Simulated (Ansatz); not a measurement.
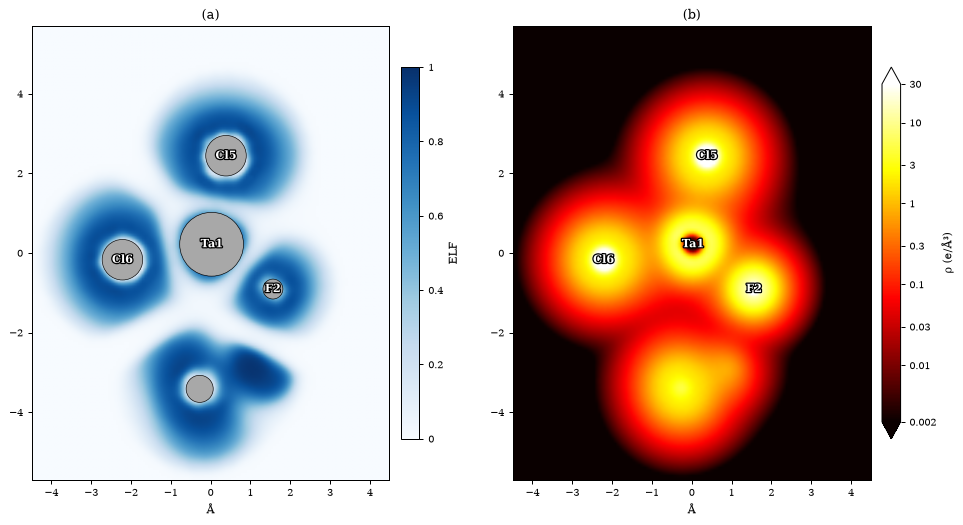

*Cl$_{4}$FTa···HCl. (a) ELF; (b) electron density on the plane of atoms F2, Ta1 and Cl5. Grey discs cover the atomic cores in the ELF map.*

Core potentials replace the inner electrons of Ta; not at a stationary point (largest force 1.1 eV/Å).

The calculation used Ansatz 0.2.0, RKS LDA/def2-SVP.

Input file:

```
crystal:
  periodic: [false, false, false]
  atoms:
    - { symbol: Ta, position_ang: [0.0, 0.0, 0.0] }
    - { symbol: F, position_ang: [2.28, 0.0, 0.0] }
    - { symbol: Cl, position_ang: [0.0, 0.0, 2.47] }
    - { symbol: Cl, position_ang: [0.0, 0.0, -2.47] }
    - { symbol: Cl, position_ang: [-1.235, 2.139, 0.0] }
    - { symbol: Cl, position_ang: [-1.235, -2.139, 0.0] }
    - { symbol: Cl, position_ang: [0.8734, -2.2249, 1.3999] }
    - { symbol: H, position_ang: [2.0981, -1.0936, 0.6881] }
basis:
  gaussian: { orbitals: def2-SVP }
hamiltonian:
  xc: lda
relax:
  f_tol: 0.15
  max_steps: 25
  restrain:
    - { distance: [0, 6], at: 3.67, k: 30.0 }
    - { distance: [7, 1], at: 2.12, k: 30.0 }
    - { distance: [0, 1], at: 1.93, k: 30.0 }
    - { distance: [7, 6], at: 1.37, k: 30.0 }
output:
  orbitals: {}
```

Launched as:

```sh
ansatz run input.yaml --threads 4 --pin off --max-ram 5120MiB --backend cpu --events-out ev --progress --plain --runs-dir out
```

The fields are those of the run's last geometry, not of the input's.

Q: Interpret the plot.

A: The plane passes through Ta, F and Cl nuclei.
Ta–F (1.91 Å): the density is about 0.94 e/Å³ at the midpoint; the ELF peaks at about 0.80 in the valence shell of F, 0.5 Å from its nucleus, and drops to about 0.25 between the two atoms.
Ta–Cl (2.25 Å): the density is about 0.74 e/Å³ at the midpoint; the ELF peaks at about 0.85 in the valence shell of Cl, 0.8 Å from its nucleus, and is about 0.40 at the midpoint.
The ELF also peaks beside Cl7, away from the bonds: lone-pair regions.
